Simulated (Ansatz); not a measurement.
One crystal and one scan (scan of one atom of the cell) at two levels, PBE (plane waves to 420 eV, PAW, scalar-relativistic; Ansatz, a first-principles code) and r2SCAN (plane waves to 500 eV, PAW, scalar-relativistic; Ansatz), each from its own relaxed cell and on its own mesh. The cell shown is that of PBE.

AgCl (rock salt)

```
CELL_PARAMETERS angstrom
      0.00000     5.61150     5.61150
      2.80575     0.00000     2.80575
      2.80575     2.80575     0.00000
ATOMIC_POSITIONS crystal
  Cl 0.00000 0.00000 0.00000
  Cl 0.50000 0.00000 0.00000
  Ag 0.25000 0.50000 0.50000
  Ag 0.75000 0.50000 0.50000
```

Scan: atom 1 (Cl, nearest neighbour Ag at 2.806 Å; its periodic images, 4.0 Å or more away, move with it) is displaced along Cartesian [110], direction (0.707, 0.707, 0.000) in Cartesian axes, by s. The other atoms stay.

E stands for the smeared free energy. AgCl was relaxed with its symmetry unable to fall. Percentages come from the unrounded values.

| quantity | PBE | r2SCAN | PBE − r2SCAN |
|---|---|---|---|
| Lattice constant a (Å) | 5.611 | 5.545 | +0.066 (+1.2 %) |
| Band gap of the relaxed cell, no spin-orbit coupling (eV) | 0.92 | 1.48 | -0.56 (-37 %) |

PBE gives the higher value for: lattice constant a. PBE gives the lower value for: band gap of the relaxed cell, no spin-orbit coupling. Both give the same shape of the curve: a single well with its minimum at or next to zero displacement.

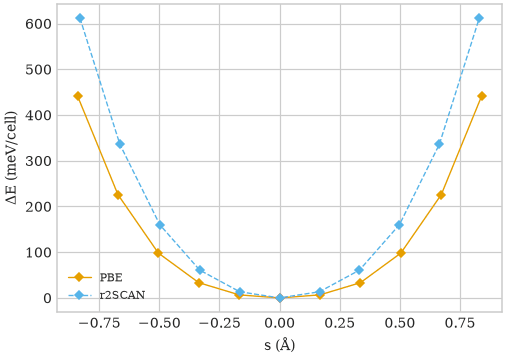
Figure. ΔE, each from the undisplaced structure of its own level.

(For displaced atoms, the force is minus the slope of the energy, and its curvature is a force constant, which sets phonon frequencies.)
